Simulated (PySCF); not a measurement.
# CH7B3ClN: electronic excitations and core binding energies

What electronic excitations and core binding energies should CH7B3ClN (`BN(B)B(C)Cl`) show?

Computed with PySCF 2.14.0, with density-fitted response routines of our own, on a single molecule in the gas phase. Atoms are numbered from 0 throughout.

### Step 1. Starting geometry

13 atoms, charge 0, multiplicity 1; geometry from: GFN2-xTB.

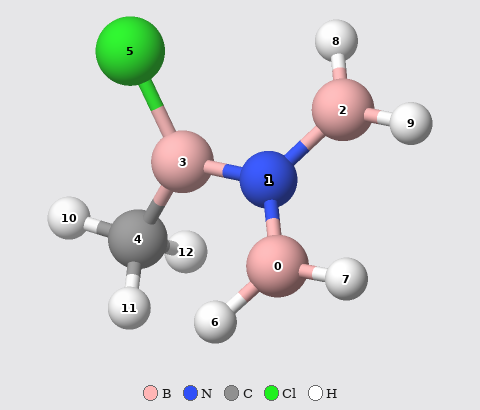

The starting geometry (boron pink, nitrogen blue, carbon grey, chlorine green, hydrogen white), atoms numbered.

### Step 2. Excited states and response: CAM-B3LYP/def2-SVPD

What the job is given:

```
{"job": {"kind": "uv", "xc": "CAM-B3LYP", "basis": "def2-SVPD", "nstates": 8, "ntriplets": 3}, "charge": 0, "multiplicity": 1}
B     -1.011725     1.219105    -0.591620
N     -0.726106    -0.049401    -0.005471
B     -1.685810    -1.107782    -0.067686
B      0.543627    -0.272627     0.674862
C      1.931602     0.142918     0.041080
Cl     0.515258    -1.050111     2.203550
H     -0.231430     2.087557    -0.512601
H     -2.038210     1.385802    -1.121569
H     -1.419290    -2.159390     0.371336
H     -2.712770    -0.918260    -0.589072
H      2.765726     0.029912     0.728503
H      1.924379     1.169067    -0.317541
H      2.140362    -0.476303    -0.831500
```

Method: TDDFT CAM-B3LYP/def2-SVPD, vertical, gas phase, core orbitals frozen in the response.

On the command line:

```bash
$ OMP_NUM_THREADS=1 python probes_run.py task.json out
```

This one command runs all jobs of the session in turn.

Standard output:

```text
coarse grid: 11376 points
cycle   1  E = -631.4639681941  dE =  6.127e-01  |g| = 4.070e-01  |ddm| = 5.465e+00
cycle   2  E = -631.4811382378  dE = -1.717e-02  |g| = 3.605e-01  |ddm| = 1.141e+00
cycle   3  E = -631.5088896339  dE = -2.775e-02  |g| = 5.259e-02  |ddm| = 4.977e-01
cycle   4  E = -631.5093590645  dE = -4.694e-04  |g| = 3.121e-02  |ddm| = 1.104e-01
cycle   5  E = -631.5095939470  dE = -2.349e-04  |g| = 2.355e-03  |ddm| = 4.767e-02
cycle   6  E = -631.5095956748  dE = -1.728e-06  |g| = 1.007e-03  |ddm| = 9.017e-03
final grid: 105176 points
cycle   7  E = -631.5858906485  dE = -3.211e-05  |g| = 4.172e-03  |ddm| = 9.388e-02
cycle   8  E = -631.5858902754  dE =  3.730e-07  |g| = 4.573e-03  |ddm| = 1.267e-02
cycle   9  E = -631.5858946681  dE = -4.393e-06  |g| = 4.272e-04  |ddm| = 5.216e-03
cycle  10  E = -631.5858947098  dE = -4.175e-08  |g| = 1.607e-04  |ddm| = 9.546e-04
cycle  11  E = -631.5858947167  dE = -6.851e-09  |g| = 1.994e-05  |ddm| = 3.229e-04
cycle  12  E = -631.5858947168  dE = -1.405e-10  |g| = 7.058e-06  |ddm| = 5.746e-05
converged SCF energy = -631.5858947168

Static polarisability (au): isotropic 72.599, principal 58.412 77.237 82.149

Singlet excitations
state   eV       nm        f      main configurations
  1   6.1225    202.5   0.00090   H-2->L 0.34, H-1->L 0.26, H->L 0.18
  2   6.3080    196.6   0.00061   H->L+1 0.59, H-3->L 0.16
  3   6.3571    195.0   0.00154   H-3->L 0.24, H->L+1 0.24, H->L 0.18
  4   6.8730    180.4   0.07221   H-1->L+1 0.60, H-2->L+1 0.16
  5   7.0223    176.6   0.13962   H-1->L 0.48, H-2->L 0.32
  6   7.1801    172.7   0.01647   H->L 0.47, H-2->L+1 0.15, H-3->L+1 0.09
  7   7.4827    165.7   0.00590   H-2->L+1 0.49, H-1->L+1 0.14, H-3->L+1 0.10
  8   7.6940    161.1   0.00302   H-3->L+1 0.55, H-3->L 0.23

Triplet excitations (Tamm-Dancoff, eV): 5.5106 5.7786 6.0272
```

Wall time 48 s (1 thread of Arm Neoverse N1, shared host); peak memory 0.77 GiB.

Frontier orbitals and where they lie:

| orbital | eV | atoms |
| --- | --- | --- |
| HOMO−3 | -11.09 | B0 26 %, Cl5 16 %, H7 14 % |
| HOMO−2 | -10.74 | Cl5 27 %, B2 21 %, N1 16 % |
| HOMO−1 | -10.69 | N1 27 %, B2 17 %, C4 11 % |
| HOMO | -10.22 | Cl5 58 %, C4 10 %, B3 8 % |
| LUMO | -0.42 | B2 31 %, B0 29 %, N1 14 % |
| LUMO+1 | 0.00 | B3 31 %, Cl5 16 %, B0 12 % |
| LUMO+2 | 0.92 | B3 32 %, Cl5 16 %, B2 14 % |

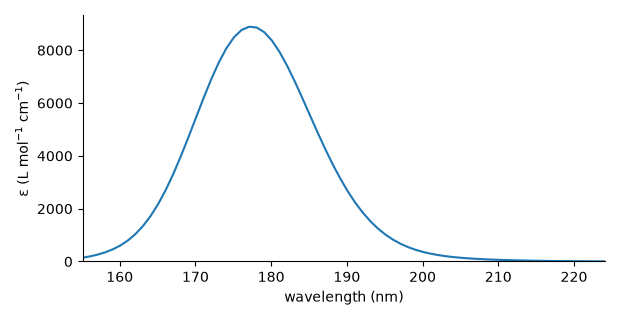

Absorption spectrum: each of the 8 states is a Gaussian band of 0.4 eV half-width at 1/e. Beyond the last state computed it falls off for lack of states.

Ground-state properties from the same run:

| property | computed |
| --- | --- |
| dipole moment (D) | 1.14 |
| polarisability (Å³) | 10.76 |
| HOMO–LUMO gap (eV) | 9.80 |
| −ε(HOMO) (eV) | 10.22 |

### Step 3. Core holes by ΔSCF: SCAN, X2C

Settings changed since step 2:

```diff
@@ -1,2 +1,2 @@
-{"job": {"kind": "uv", "xc": "CAM-B3LYP", "basis": "def2-SVPD", "nstates": 8, "ntriplets": 3}, "charge": 0, "multiplicity": 1}
+{"job": {"kind": "xps"}, "charge": 0, "multiplicity": 1}
 B     -1.011725     1.219105    -0.591620
```

Level: delta-SCF UKS SCAN, pcX-2 on the ionised atom, pcseg-1 elsewhere, spin-free X2C.

Standard output:

```text
ground state, core basis on atom 0 (B), 154 functions
  cycle   1  E = -633.09794244  |g| = 5.09e-01
  cycle   2  E = -633.05484999  |g| = 6.53e-01
  cycle   3  E = -633.16061347  |g| = 1.24e-01
  cycle   4  E = -633.16421623  |g| = 3.08e-02
  cycle   5  E = -633.16444844  |g| = 6.92e-03
  cycle   6  E = -633.16446052  |g| = 2.30e-03
  cycle   7  E = -633.16446459  |g| = 7.05e-04
  cycle   8  E = -633.16446584  |g| = 2.34e-04
  E(ground) = -633.17864144 Eh
hole in B 1s of atom 0
  cycle   1  E = -625.54355083  |g| = 1.16e+00
  cycle   2  E = -623.49123256  |g| = 1.92e+00
  cycle   3  E = -625.74123464  |g| = 5.46e-01
  cycle   4  E = -625.93692693  |g| = 1.82e-01
  cycle   5  E = -625.92759995  |g| = 2.31e-01
  cycle   6  E = -625.95473849  |g| = 2.61e-02
  cycle   7  E = -625.95515291  |g| = 1.52e-02
  cycle   8  E = -625.95534825  |g| = 8.89e-03
  cycle   9  E = -625.95545909  |g| = 5.51e-03
  cycle  10  E = -625.95553283  |g| = 4.73e-03
  cycle  11  E = -625.95559626  |g| = 2.84e-03
  cycle  12  E = -625.95561967  |g| = 1.32e-03
  cycle  13  E = -625.95562088  |g| = 6.37e-04
  cycle  14  E = -625.95562155  |g| = 2.34e-04
  E(ion) = -625.96961317 Eh   <S^2> = 0.8665   hole on atom = 1.000   binding energy = 196.168 eV
ground state, core basis on atom 1 (N), 154 functions
  cycle   1  E = -633.18405126  |g| = 7.17e-02
  cycle   2  E = -633.18405132  |g| = 8.82e-03
  cycle   3  E = -633.18403607  |g| = 1.15e-02
  cycle   4  E = -633.18407406  |g| = 1.06e-03
  cycle   5  E = -633.18407419  |g| = 3.38e-04
  E(ground) = -633.19470264 Eh
hole in N 1s of atom 1
  cycle   1  E = -617.58403339  |g| = 1.87e+00
  cycle   2  E = -616.78695276  |g| = 2.16e+00
  cycle   3  E = -618.21183822  |g| = 4.48e-01
  cycle   4  E = -618.26058953  |g| = 2.53e-01
  cycle   5  E = -618.29719066  |g| = 6.35e-02
  cycle   6  E = -618.29918488  |g| = 1.43e-02
  cycle   7  E = -618.29928126  |g| = 5.71e-03
  cycle   8  E = -618.29929781  |g| = 1.28e-03
  cycle   9  E = -618.29929888  |g| = 5.53e-04
  cycle  10  E = -618.29929854  |g| = 1.35e-04
  E(ion) = -618.30742971 Eh   <S^2> = 0.7650   hole on atom = 1.000   binding energy = 405.103 eV
ground state, core basis on atom 3 (B), 154 functions
  cycle   1  E = -633.16668730  |g| = 5.60e-02
  cycle   2  E = -633.16634345  |g| = 5.06e-02
  cycle   3  E = -633.16696904  |g| = 1.59e-02
  cycle   4  E = -633.16703688  |g| = 3.98e-03
  cycle   5  E = -633.16704314  |g| = 7.67e-04
  cycle   6  E = -633.16704405  |g| = 2.49e-04
  E(ground) = -633.18158959 Eh
hole in B 1s of atom 3
  cycle   1  E = -625.49081358  |g| = 1.18e+00
  cycle   2  E = -623.18257117  |g| = 2.23e+00
  cycle   3  E = -625.79572463  |g| = 4.18e-01
  cycle   4  E = -625.89814015  |g| = 1.38e-01
  cycle   5  E = -625.90591456  |g| = 6.56e-02
  cycle   6  E = -625.90732797  |g| = 3.31e-02
  cycle   7  E = -625.90783944  |g| = 1.16e-02
  cycle   8  E = -625.90792426  |g| = 4.65e-03
  cycle   9  E = -625.90794143  |g| = 1.59e-03
  cycle  10  E = -625.90794564  |g| = 1.43e-03
  cycle  11  E = -625.90794682  |g| = 3.88e-04
  E(ion) = -625.92043323 Eh   <S^2> = 0.7854   hole on atom = 1.000   binding energy = 197.586 eV
ground state, core basis on atom 4 (C), 154 functions
  cycle   1  E = -633.16997844  |g| = 5.72e-02
  cycle   2  E = -633.16992449  |g| = 2.10e-02
  cycle   3  E = -633.16991120  |g| = 2.19e-02
  cycle   4  E = -633.17004439  |g| = 2.41e-03
  cycle   5  E = -633.17004683  |g| = 4.94e-04
  E(ground) = -633.18312592 Eh
hole in C 1s of atom 4
  cycle   1  E = -621.94017932  |g| = 1.50e+00
  cycle   2  E = -621.43950646  |g| = 1.68e+00
  cycle   3  E = -622.44903893  |g| = 3.28e-01
  cycle   4  E = -622.47954174  |g| = 1.78e-01
  cycle   5  E = -622.49724780  |g| = 3.80e-02
  cycle   6  E = -622.49788563  |g| = 1.23e-02
  cycle   7  E = -622.49792670  |g| = 9.48e-03
  cycle   8  E = -622.49796917  |g| = 1.51e-03
  cycle   9  E = -622.49797028  |g| = 6.30e-04
  cycle  10  E = -622.49797225  |g| = 2.63e-04
  E(ion) = -622.50896707 Eh   <S^2> = 0.7657   hole on atom = 1.000   binding energy = 290.459 eV
ground state, core basis on atom 5 (Cl), 165 functions
  cycle   1  E = -633.35746970  |g| = 4.85e-01
  cycle   2  E = -633.35748728  |g| = 5.12e-02
  cycle   3  E = -633.35704123  |g| = 5.78e-02
  cycle   4  E = -633.35789132  |g| = 1.54e-02
  cycle   5  E = -633.35793440  |g| = 3.90e-03
  cycle   6  E = -633.35793611  |g| = 9.13e-04
  cycle   7  E = -633.35793700  |g| = 1.41e-04
  E(ground) = -633.35380595 Eh
hole in Cl 1s of atom 5
  cycle   1  E = -528.15048607  |g| = 5.47e+00
  cycle   2  E = -528.64179706  |g| = 2.14e+00
  cycle   3  E = -529.14673467  |g| = 7.24e-01
  cycle   4  E = -529.34478274  |g| = 2.99e-01
  cycle   5  E = -529.38016969  |g| = 1.45e-01
  cycle   6  E = -529.38901020  |g| = 3.09e-02
  cycle   7  E = -529.38932320  |g| = 1.57e-02
  cycle   8  E = -529.38944999  |g| = 3.01e-03
  cycle   9  E = -529.38945457  |g| = 7.67e-04
  cycle  10  E = -529.38945559  |g| = 1.04e-04
  E(ion) = -529.39411348 Eh   <S^2> = 0.7520   hole on atom = 1.000   binding energy = 2828.887 eV
hole in Cl 2p of atom 5
  cycle   1  E = -625.28501681  |g| = 1.70e+00
  cycle   2  E = -625.30464767  |g| = 1.24e+00
  cycle   3  E = -625.70138912  |g| = 2.76e-01
  cycle   4  E = -625.72993822  |g| = 1.68e-01
  cycle   5  E = -625.74230702  |g| = 5.20e-02
  cycle   6  E = -625.74344409  |g| = 1.69e-02
  cycle   7  E = -625.74358374  |g| = 4.20e-03
  cycle   8  E = -625.74359042  |g| = 1.25e-03
  cycle   9  E = -625.74359229  |g| = 2.09e-04
  E(ion) = -625.74964617 Eh   <S^2> = 0.7516   hole on atom = 1.001   binding energy = 206.920 eV
  2p3/2 = 206.331 eV   2p1/2 = 207.985 eV
```

Run time: 2 min. Hardware: 1 thread of Arm Neoverse N1, shared host; peak memory 0.67 GiB.

Binding energies by hole, beside the orbital energy of the ground state; the difference holds orbital relaxation and, for a density functional, its self-interaction error:

| hole | stands for | environment | ΔSCF (eV; 2p as the shell's mean) | −ε (eV) | ⟨S²⟩ |
| --- | --- | --- | --- | --- | --- |
| B1s on B0 | B0, B2 | boron bonded to N, 2 H | 196.17 (doubtful) | 180.5 | 0.866 |
| N1s on N1 | N1 | nitrogen bonded to 3 B | 405.10 | 386.3 | 0.765 |
| B1s on B3 | B3 | boron bonded to C, Cl, N | 197.59 | 182.0 | 0.785 |
| C1s on C4 | C4 | methyl carbon bonded to B | 290.46 | 273.2 | 0.766 |
| Cl1s on Cl5 | Cl5 | chlorine bonded to B | 2828.89 | 2763.8 | 0.752 |
| Cl2p on Cl5 | Cl5 | chlorine bonded to B | 206.88 | 193.7 | 0.752 |

Each hole run stands for the others of its class of like atoms.

Doubtful: the ion did not converge, its hole moved, or its ⟨S²⟩ is well above 0.75.

With the spin-orbit splitting: Cl5 2p3/2 206.33, 2p1/2 207.98 eV. The table gives each 2p level as the mean over the whole 2p shell (two parts 2p3/2, one part 2p1/2), which differs a little from the single hole in the log.

### Step 4. Summary of results

| quantity | value |
| --- | --- |
| lowest singlet (CAM-B3LYP/def2-SVPD) | 6.12 eV (203 nm), f = 0.001 |
| brightest single state of those computed | state 5, 7.02 eV, f = 0.140 |
| lowest triplet | 5.51 eV |
| N1s binding energies, SCAN/pcX-2 | N1 405.10 eV |
| B1s binding energies, SCAN/pcX-2 (standing for 1 of 3 atoms) | B3 197.59 eV |
| C1s binding energies, SCAN/pcX-2 | C4 290.46 eV |
| Cl1s binding energies, SCAN/pcX-2 | Cl5 2828.89 eV |
| Cl2p binding energies, SCAN/pcX-2 | Cl5 206.88 eV |

The first singlet state (HOMO−2→LUMO 0.34, HOMO−1→LUMO 0.26) lies at 6.12 eV and is dark; of the 8 states computed, the strongest absorption comes from state 5 at 7.02 eV. The lowest triplet lies 0.61 eV below the lowest singlet (triplets in Tamm-Dancoff, singlets in full TDDFT).
